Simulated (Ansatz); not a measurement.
# C₂H₄ClGeN: what the fields show

Input file:

```
crystal:
  periodic: [false, false, false]
  atoms:
    - {symbol: C, position_ang: [-1.131317, -0.635241, 0.278838]}
    - {symbol: Ge, position_ang: [0.579159, -0.126568, -0.456814]}
    - {symbol: Cl, position_ang: [2.123857, -1.349523, 0.389544]}
    - {symbol: C, position_ang: [0.984513, 1.679077, 0.085500]}
    - {symbol: N, position_ang: [1.183987, 2.766259, 0.408139]}
    - {symbol: H, position_ang: [-1.909623, 0.022137, -0.111219]}
    - {symbol: H, position_ang: [-1.097379, -0.550202, 1.364602]}
    - {symbol: H, position_ang: [-1.354846, -1.665865, 0.003515]}
    - {symbol: H, position_ang: [0.710249, -0.186471, -1.979306]}
basis:
  gaussian: {orbitals: def2-TZVPP}
hamiltonian: {xc: pbe0, dispersion: d4}
output: {orbitals: {seedname: orbitals}}
```

Command:

```sh
ansatz run in.yaml --threads 4 --pin off --events-out ev --progress --plain --max-ram 10444MiB
```

Geometry: PBE0-D4/def2-TZVP.

These are results of Ansatz, RKS PBE0-D4/def2-TZVPP, not measurements.

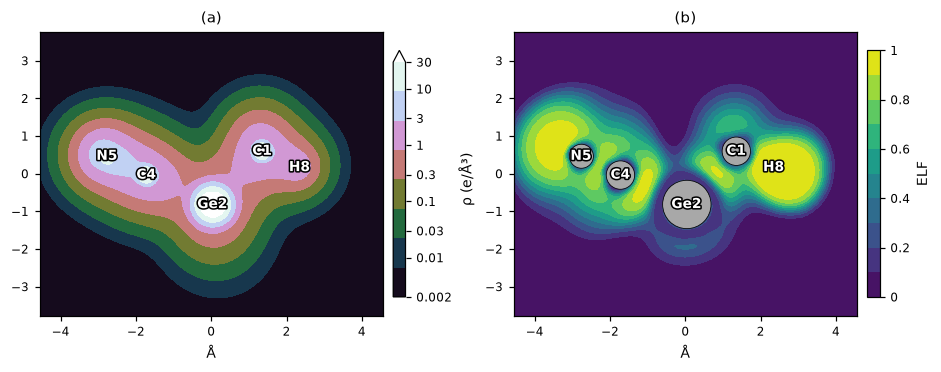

Figure 1. (a) total electron density; (b) ELF on the plane of atoms Ge2, C1 and H8. Grey discs cover the atomic cores in the ELF map.

### Interpret the plot.

The plane passes through C, Ge, N and H nuclei. C–N (1.15 Å): the density is about 3.7 e/Å³ at the midpoint; the ELF peaks at about 0.85 between the atoms; a multiple bond. C–Ge (1.93 Å): the density is about 0.86 e/Å³ at the midpoint; the ELF peaks at about 0.95 in the valence shell of C, 0.7 Å from its nucleus, and is about 0.65 at the midpoint. C–H (1.09 Å): the density is about 2 e/Å³ at the midpoint; the ELF climbs to about 1 towards the hydrogen, as it does in any bond to H; a covalent bond by its length. The ELF also peaks beside N5, away from the bonds: lone-pair regions.

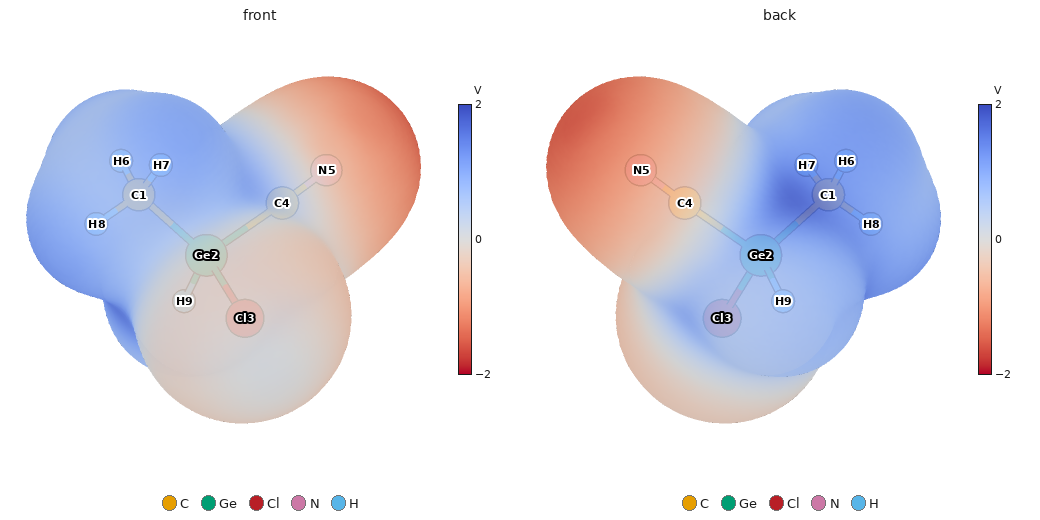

Figure 2. The electrostatic potential painted on the density surface at 0.001 e/bohr³, seen from the front and from behind; the colour scale runs from red (negative) to blue (positive).

### Which sites attract a positive test charge, and which a negative one?

A positive charge is drawn to the negative regions and a negative charge to the positive ones. The most negative region (about −1.5 V, or −35 kcal/mol for a unit charge) lies over N5, the most positive (about +1.6 V, or +37 kcal/mol for a unit charge) over Ge2. N5 is the likeliest acceptor of a hydrogen bond.

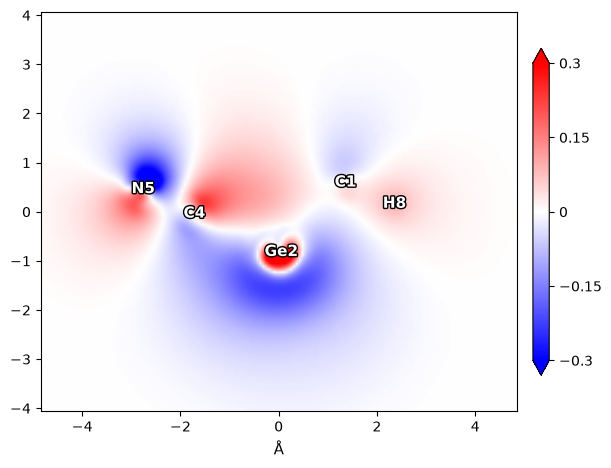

Figure 3. One frontier orbital on the plane of atoms Ge2, C1 and H8 (values in Å⁻³ᐟ²; the overall sign is arbitrary).

### Which orbital is it: HOMO or LUMO?

The LUMO, at −1.00 eV. Its weight (Hirshfeld) is mainly on Ge2 (about 35 %), Cl3 (about 20 %), N5 (about 20 %) and C4 (about 20 %).

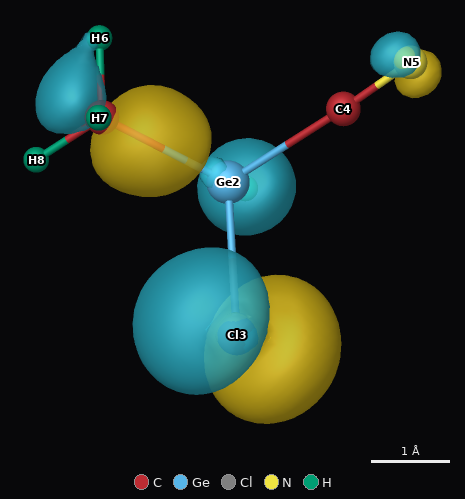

Figure 4. The HOMO at ±0.15 Å⁻³ᐟ² (yellow and cyan are the two phases), seen at a tilt.

### What is the character of this orbital?

It lies mainly on Cl3 (about 60 %), C1 (about 10 %), Ge2 (about 10 %) and H9 (about 5 %). Its energy is −9.16 eV.
